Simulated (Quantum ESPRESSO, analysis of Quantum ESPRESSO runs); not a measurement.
# Migration barrier of interstitial H in fcc Al, hop from a tetrahedral to the next octahedral site (PBE) (Quantum ESPRESSO), part 2 of 3

Subject: interstitial H in fcc Al, hop from a tetrahedral to the next octahedral site. Wanted: its migration barrier, in one set-up (PBE, GBRV 1.5 PBE, 32-site cell, PBE lattice, k: 3x3x3). The model is a cell of 32 host atoms with 1 H put in. The barrier is the energy of the highest image of a climbing band over the relaxed site that the atom leaves. A local or semilocal functional is the cheapest first rung.

Quantum ESPRESSO 7.5; PBE, GBRV 1.5 PBE, 32-site cell, PBE lattice, k: 3x3x3.

So far: Starting point; Relaxation, charge 0.

### 3. Relaxation, charge 0

Level of this step: Quantum ESPRESSO plane-wave DFT, PBE, GBRV 1.5 PBE potentials; relaxation of all atoms of a defect supercell (Quantum ESPRESSO).

The other end of the jump is relaxed alike.

pw.in reads:

```
&CONTROL
  calculation = 'relax'
  prefix = 'pwscf'
  outdir = './tmp'
  pseudo_dir = './pseudo'
  tprnfor = .true.
  disk_io = 'low'
  nstep = 70
  forc_conv_thr = 0.00078
  etot_conv_thr = 0.0001
/
&SYSTEM
  ibrav = 0
  nat = 33
  ntyp = 2
  ecutwfc = 45
  ecutrho = 360
  nbnd = 63
  occupations = 'smearing'
  smearing = 'mv'
  degauss = 0.00734986
/
&ELECTRONS
  conv_thr = 3d-08
  electron_maxstep = 100
  mixing_beta = 0.5
/
&IONS
  ion_dynamics = 'bfgs'
/
ATOMIC_SPECIES
Al    26.9815 al_pbe_v1.uspp.F.UPF
H      1.0080 h_pbe_v1.4.uspp.F.UPF
CELL_PARAMETERS angstrom
   8.0809509360    0.0000000000    0.0000000000
   0.0000000000    8.0809509360    0.0000000000
   0.0000000000    0.0000000000    8.0809509360
ATOMIC_POSITIONS crystal
Al     0.0000000000    0.0000000000    0.0000000000
Al     0.0000000000    0.2500000000    0.2500000000
[... 1 atom line left out ...]
Al     0.2500000000    0.2500000000    0.0000000000
[... 3 atom lines left out ...]
Al     0.2500000000    0.2500000000    0.5000000000
[... 2 atom lines left out ...]
Al     0.2500000000    0.5000000000    0.2500000000
[... 1 atom line left out ...]
Al     0.0000000000    0.5000000000    0.5000000000
[... 1 atom line left out ...]
Al     0.2500000000    0.5000000000    0.7500000000
[... 2 atom lines left out ...]
Al     0.5000000000    0.2500000000    0.2500000000
[... 2 atom lines left out ...]
Al     0.5000000000    0.0000000000    0.5000000000
[... 3 atom lines left out ...]
Al     0.5000000000    0.5000000000    0.0000000000
Al     0.5000000000    0.7500000000    0.2500000000
Al     0.7500000000    0.5000000000    0.2500000000
[... 1 atom line left out ...]
Al     0.5000000000    0.5000000000    0.5000000000
[... 3 atom lines left out ...]
H      0.2500000000    0.2500000000    0.2500000000
K_POINTS automatic
3 3 3 0 0 0
```

The run is started by

```console
$ OMP_NUM_THREADS=1 mpirun -n 4 pw.x -nk 4 -in pw.in > pw.out
```

Log:

```text
[banner, memory and clock lines left out]
          URL

     Message from routine setup:
     using ibrav=0 with symmetry is DISCOURAGED, use correct ibrav instead

     G-vector sticks info

     bravais-lattice index     =            0
     lattice parameter (alat)  =      15.2708  a.u.
     unit-cell volume          =    3561.0987 (a.u.)^3
     number of atoms/cell      =           33
     number of atomic types    =            2
     number of electrons       =        97.00
     number of Kohn-Sham states=           63
     kinetic-energy cutoff     =      45.0000  Ry
     charge density cutoff     =     360.0000  Ry
     scf convergence threshold =      3.0E-08
     mixing beta               =       0.5000
     number of iterations used =            8  plain     mixing
     energy convergence thresh.=      1.0E-04
     force convergence thresh. =      7.8E-04
     Exchange-correlation=  SLA  PW   PBX  PBC
                           (   1   4   3   4   0   0   0)
     nstep                     =           70

     celldm(1)=  15.270784  celldm(2)=   0.000000  celldm(3)=   0.000000
     celldm(4)=   0.000000  celldm(5)=   0.000000  celldm(6)=   0.000000

     crystal axes: (cart. coord. in units of alat)
               a(1) = (   1.000000   0.000000   0.000000 )
               a(2) = (   0.000000   1.000000   0.000000 )
               a(3) = (   0.000000   0.000000   1.000000 )

     reciprocal axes: (cart. coord. in units 2 pi/alat)
               b(1) = (  1.000000  0.000000  0.000000 )
               b(2) = (  0.000000  1.000000  0.000000 )
               b(3) = (  0.000000  0.000000  1.000000 )

     PseudoPot. # 1 for Al read from file:
     al_pbe_v1.uspp.F.UPF
     Pseudo is Ultrasoft + core correction, Zval =  3.0
     Generated by new atomic code, or converted to UPF format
     Using radial grid of  893 points,  3 beta functions with:
                l(1) =   0
                l(2) =   1
                l(3) =   2
     Q(r) pseudized with  8 coefficients,  rinner =    0.900   0.900   0.900
                                                       0.900   0.900

     PseudoPot. # 2 for H  read from file:
     h_pbe_v1.4.uspp.F.UPF
     Pseudo is Ultrasoft, Zval =  1.0
     Generated by new atomic code, or converted to UPF format
     Using radial grid of  615 points,  2 beta functions with:
                l(1) =   0
                l(2) =   0
     Q(r) pseudized with  8 coefficients,  rinner =    0.700

     atomic species   valence    mass     pseudopotential
     Al                3.00    26.98150     Al( 1.00)
     H                 1.00     1.00800     H ( 1.00)

     48 Sym. Ops., with inversion, found (42 have fractional translation)

   Cartesian axes

     site n.     atom                  positions (alat units)
         1        Al     tau(   1) = (   0.0000000   0.0000000   0.0000000  )
         2        Al     tau(   2) = (   0.0000000   0.2500000   0.2500000  )
         3        Al     tau(   3) = (   0.2500000   0.0000000   0.2500000  )
         4        Al     tau(   4) = (   0.2500000   0.2500000   0.0000000  )
         5        Al     tau(   5) = (   0.0000000   0.0000000   0.5000000  )
         6        Al     tau(   6) = (   0.0000000   0.2500000   0.7500000  )
         7        Al     tau(   7) = (   0.2500000   0.0000000   0.7500000  )
         8        Al     tau(   8) = (   0.2500000   0.2500000   0.5000000  )
         9        Al     tau(   9) = (   0.0000000   0.5000000   0.0000000  )
        10        Al     tau(  10) = (   0.0000000   0.7500000   0.2500000  )
        11        Al     tau(  11) = (   0.2500000   0.5000000   0.2500000  )
        12        Al     tau(  12) = (   0.2500000   0.7500000   0.0000000  )
        13        Al     tau(  13) = (   0.0000000   0.5000000   0.5000000  )
        14        Al     tau(  14) = (   0.0000000   0.7500000   0.7500000  )
        15        Al     tau(  15) = (   0.2500000   0.5000000   0.7500000  )
        16        Al     tau(  16) = (   0.2500000   0.7500000   0.5000000  )
[...]
25        Al     tau(  25) = (   0.5000000   0.5000000   0.0000000  )
        26        Al     tau(  26) = (   0.5000000   0.7500000   0.2500000  )
        27        Al     tau(  27) = (   0.7500000   0.5000000   0.2500000  )
        28        Al     tau(  28) = (   0.7500000   0.7500000   0.0000000  )
        29        Al     tau(  29) = (   0.5000000   0.5000000   0.5000000  )
        30        Al     tau(  30) = (   0.5000000   0.7500000   0.7500000  )
        31        Al     tau(  31) = (   0.7500000   0.5000000   0.7500000  )
        32        Al     tau(  32) = (   0.7500000   0.7500000   0.5000000  )
        33        H      tau(  33) = (   0.2500000   0.2500000   0.2500000  )

     number of k points=     4  Marzari-Vanderbilt smearing, width (Ry)=  0.0073
                       cart. coord. in units 2pi/alat
        k(    1) = (   0.0000000   0.0000000   0.0000000), wk =   0.0740741
        k(    2) = (   0.0000000   0.0000000   0.3333333), wk =   0.4444444
        k(    3) = (   0.0000000   0.3333333   0.3333333), wk =   0.8888889
        k(    4) = (   0.3333333   0.3333333   0.3333333), wk =   0.5925926

     Dense  grid:   410861 G-vectors     FFT dimensions: (  96,  96,  96)

     Smooth grid:   145165 G-vectors     FFT dimensions: (  72,  72,  72)

     Initial potential from superposition of free atoms

     starting charge      96.9211, renormalised to      97.0000
     Starting wfcs are  129 randomized atomic wfcs

     Self-consistent Calculation

     iteration #  1     ecut=    45.00 Ry     beta= 0.50
     Davidson diagonalization with overlap
     ethr =  1.00E-02,  avg # of iterations =  3.0

     Threshold (ethr) on eigenvalues was too large:
     Diagonalizing with lowered threshold

     Davidson diagonalization with overlap
     ethr =  2.26E-04,  avg # of iterations =  4.2

     total energy              =    -215.80318583 Ry
     estimated scf accuracy    <       0.23580316 Ry

     iteration #  2     ecut=    45.00 Ry     beta= 0.50
     Davidson diagonalization with overlap
     ethr =  2.43E-04,  avg # of iterations =  2.0
     Minimization algorithm failed to find Fermi energy: reverting to bisection
     Possible cause: smearing is larger than the electronic band-gap.

     total energy              =    -215.79315767 Ry
     estimated scf accuracy    <       0.06818438 Ry

     iteration #  3     ecut=    45.00 Ry     beta= 0.50
     Davidson diagonalization with overlap
     ethr =  7.03E-05,  avg # of iterations =  5.0
[...]
hartree contribution      =       0.57996275 Ry
     xc contribution           =    -138.20574753 Ry
     ewald contribution        =    -174.15385677 Ry

     convergence has been achieved in   8 iterations

     Forces acting on atoms (cartesian axes, Ry/au):

[...]
Total force =     0.003559     Total SCF correction =     0.000004
     Energy error            =      4.8E-05 Ry
     Gradient error          =      8.7E-04 Ry/Bohr

     number of scf cycles    =   7
     number of bfgs steps    =   6

     energy             old  =    -215.8095278164 Ry
     energy             new  =    -215.8095761186 Ry

     CASE: energy            _new < energy            _old

     new trust radius        =       0.0053043507 bohr
     new conv_thr            =       0.0000000003 Ry

ATOMIC_POSITIONS (crystal)
[...]
NEW-OLD atomic charge density approx. for the potential

     Self-consistent Calculation

     iteration #  1     ecut=    45.00 Ry     beta= 0.50
     Davidson diagonalization with overlap
     ethr =  1.00E-06,  avg # of iterations =  2.0
     Minimization algorithm failed to find Fermi energy: reverting to bisection
     Possible cause: smearing is larger than the electronic band-gap.

     Threshold (ethr) on eigenvalues was too large:
     Diagonalizing with lowered threshold

     Davidson diagonalization with overlap
     ethr =  8.87E-09,  avg # of iterations =  4.5
     Minimization algorithm failed to find Fermi energy: reverting to bisection
     Possible cause: smearing is larger than the electronic band-gap.

     total energy              =    -215.80960011 Ry
     estimated scf accuracy    <       0.00002461 Ry

     iteration #  2     ecut=    45.00 Ry     beta= 0.50
     Davidson diagonalization with overlap
     ethr =  2.54E-08,  avg # of iterations =  2.8
     Minimization algorithm failed to find Fermi energy: reverting to bisection
     Possible cause: smearing is larger than the electronic band-gap.

     total energy              =    -215.80960052 Ry
     estimated scf accuracy    <       0.00004632 Ry

     iteration #  3     ecut=    45.00 Ry     beta= 0.50
     Davidson diagonalization with overlap
     ethr =  2.54E-08,  avg # of iterations =  2.2
     Minimization algorithm failed to find Fermi energy: reverting to bisection
     Possible cause: smearing is larger than the electronic band-gap.

     total energy              =    -215.80960842 Ry
     estimated scf accuracy    <       0.00000751 Ry

     iteration #  4     ecut=    45.00 Ry     beta= 0.50
     Davidson diagonalization with overlap
     ethr =  7.74E-09,  avg # of iterations =  2.0
     Minimization algorithm failed to find Fermi energy: reverting to bisection
     Possible cause: smearing is larger than the electronic band-gap.

     total energy              =    -215.80960931 Ry
     estimated scf accuracy    <       0.00000010 Ry

     iteration #  5     ecut=    45.00 Ry     beta= 0.50
     Davidson diagonalization with overlap
     ethr =  9.96E-11,  avg # of iterations =  4.2
     Minimization algorithm failed to find Fermi energy: reverting to bisection
     Possible cause: smearing is larger than the electronic band-gap.

     total energy              =    -215.80960935 Ry
     estimated scf accuracy    <       0.00000006 Ry

     iteration #  6     ecut=    45.00 Ry     beta= 0.50
     Davidson diagonalization with overlap
     ethr =  6.31E-11,  avg # of iterations =  2.0
     Minimization algorithm failed to find Fermi energy: reverting to bisection
     Possible cause: smearing is larger than the electronic band-gap.

     total energy              =    -215.80960936 Ry
     estimated scf accuracy    <       0.00000001 Ry

     iteration #  7     ecut=    45.00 Ry     beta= 0.50
     Davidson diagonalization with overlap
     ethr =  1.18E-11,  avg # of iterations =  2.5
     Minimization algorithm failed to find Fermi energy: reverting to bisection
     Possible cause: smearing is larger than the electronic band-gap.

     total energy              =    -215.80960936 Ry
     estimated scf accuracy    <          1.5E-09 Ry

     iteration #  8     ecut=    45.00 Ry     beta= 0.50
     Davidson diagonalization with overlap
     ethr =  1.52E-12,  avg # of iterations =  2.2
     Minimization algorithm failed to find Fermi energy: reverting to bisection
     Possible cause: smearing is larger than the electronic band-gap.

     End of self-consistent calculation

          k = 0.0000 0.0000 0.0000 ( 18037 PWs)   bands (ev):

[...]
9.0055   9.1058   9.1059   9.1059   9.1503   9.1503   9.1503

          k = 0.0000 0.0000 0.3333 ( 18184 PWs)   bands (ev):

[...]
8.7689   8.7689   8.8317   9.2680   9.4751   9.5023   9.5023

          k = 0.0000 0.3333 0.3333 ( 18151 PWs)   bands (ev):

[...]
8.1918   8.6476   8.7992   8.8675   8.8679   8.8806   8.9398   8.9399
     8.9674   9.0691   9.4763   9.6149   9.6386   9.6500  10.4387

          k = 0.3333 0.3333 0.3333 ( 18106 PWs)   bands (ev):

    -2.7185  -2.0968  -1.7423  -1.7423  -1.2179  -0.9943  -0.9943  -0.3282
     0.7638   1.2237   1.2237   1.5805   1.9540   1.9540   1.9612   1.9614
     1.9614   2.5147   2.6909   2.6909   3.1928   3.3930   3.3930   3.8183
     4.1057   4.1057   4.1128   4.1143   4.1143   4.5414   4.7052   4.7052
     4.9645   4.9911   4.9911   5.4771   5.5870   5.5870   6.6932   6.9413
     6.9413   6.9681   6.9891   6.9891   7.4962   7.6575   7.6575   7.6801
     7.7058   7.7058   8.3589   8.6602   8.9622   8.9622   9.2933   9.4377
     9.4377   9.5882   9.7613   9.7613   9.8265   9.9916   9.9916

     the Fermi energy is     7.7687 ev

!    total energy              =    -215.80960936 Ry
     estimated scf accuracy    <          3.1E-11 Ry
     smearing contrib. (-TS)   =       0.00248167 Ry
     internal energy E=F+TS    =    -215.81209103 Ry

     The total energy is F=E-TS. E is the sum of the following terms:
     one-electron contribution =      95.97119768 Ry
     hartree contribution      =       0.57822966 Ry
     xc contribution           =    -138.20568373 Ry
     ewald contribution        =    -174.15583463 Ry

     convergence has been achieved in   8 iterations

     Forces acting on atoms (cartesian axes, Ry/au):

[...]
atom   26 type  1   force =     0.00004524    0.00000000   -0.00000000
     atom   27 type  1   force =    -0.00000000    0.00004524   -0.00000000
     atom   28 type  1   force =    -0.00000000    0.00000000   -0.00037156
     atom   29 type  1   force =    -0.00012172   -0.00012172   -0.00012172
     atom   30 type  1   force =     0.00037156   -0.00000000    0.00000000
     atom   31 type  1   force =    -0.00000000    0.00037156   -0.00000000
     atom   32 type  1   force =     0.00000000    0.00000000    0.00037156
     atom   33 type  2   force =     0.00000000    0.00000000    0.00000000

     Total force =     0.001425     Total SCF correction =     0.000007
     Energy error            =      3.3E-05 Ry
     Gradient error          =      3.7E-04 Ry/Bohr

     bfgs converged in   8 scf cycles and   7 bfgs steps
     (criteria: energy <  1.0E-04 Ry, force <  7.8E-04 Ry/Bohr)

     End of BFGS Geometry Optimization

     Final energy             =    -215.8096093577 Ry

     File ./tmp/pwscf.bfgs deleted, as requested
Begin final coordinates

ATOMIC_POSITIONS (crystal)
[...]
Al               0.5013518114        0.7500000000        0.2500000000
Al               0.7500000000        0.5013518114        0.2500000000
Al               0.7500000000        0.7500000000       -0.0007095572
Al               0.4996823599        0.4996823599        0.4996823599
Al               0.5007095572        0.7500000000        0.7500000000
Al               0.7500000000        0.5007095572        0.7500000000
Al               0.7500000000        0.7500000000        0.5007095572
H                0.2500000000        0.2500000000        0.2500000000
End final coordinates
```

It took 5.2 min on 4 MPI ranks of Arm Neoverse V1, shared host; peak memory 1.7 GiB.

Relaxation path:

| step | energy less that of the first step (eV) |
| --- | --- |
| 0 | 0.0000 |
| 1 | -0.0162 |
| 2 | -0.0305 |
| 3 | -0.0451 |
| 4 | -0.0530 |
| 5 | -0.0535 |
| 6 | -0.0542 |
| 7 | -0.0546 |

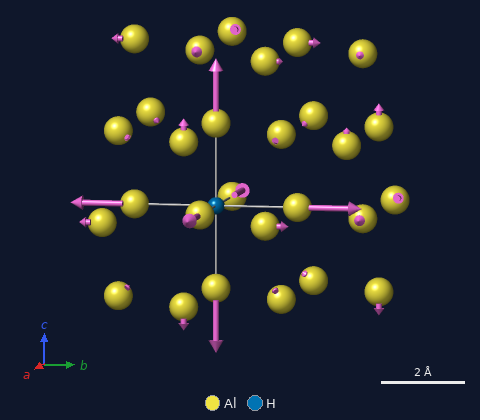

Displacements in the relaxation near the centre, exaggerated; the longest in the cell stands for 0.05 Å.

The atoms that moved most (Å):

| atom | dx | dy | dz | length |
| --- | --- | --- | --- | --- |
| Al8 | 0.000 | 0.000 | 0.050 | 0.050 |
| Al11 | 0.000 | 0.050 | 0.000 | 0.050 |
| Al18 | 0.050 | 0.000 | 0.000 | 0.050 |
| Al4 | 0.000 | 0.000 | -0.050 | 0.050 |
| Al3 | 0.000 | -0.050 | 0.000 | 0.050 |
| Al2 | -0.050 | 0.000 | 0.000 | 0.050 |
| Al10 | -0.011 | 0.000 | 0.000 | 0.011 |
| Al7 | 0.000 | -0.011 | 0.000 | 0.011 |

Neighbours of H33 at the end:

| atom | distance (Å) |
| --- | --- |
| Al2 | 2.070 |
| Al4 | 2.070 |
| Al3 | 2.070 |
| Al11 | 2.070 |
| Al18 | 2.070 |
| Al8 | 2.070 |
| Al9 | 3.495 |
| Al13 | 3.495 |
| Al21 | 3.495 |
| Al17 | 3.495 |
| Al29 | 3.495 |
| Al25 | 3.495 |
| Al5 | 3.495 |
| Al1 | 3.495 |

From the first step to the last the energy fell by 0.055 eV, and the largest move was 0.050 Å (Al8 and 5 other atoms alike).

[end of part 2 of 3]

[Logs are printed without paths, hosts, clocks, repeated set-up lines and the standing remarks that a program may print on its own settings, such as how far it seeks lower states.]

[Hosts, paths, dates, database ids (printed as entryN), source tags and the programs' standing remarks are cut or masked in the printed files.]

[For some hosts the program warned that the k-mesh of the response run may be too coarse for force constants and the static dielectric constant; such warnings are not shown here.]
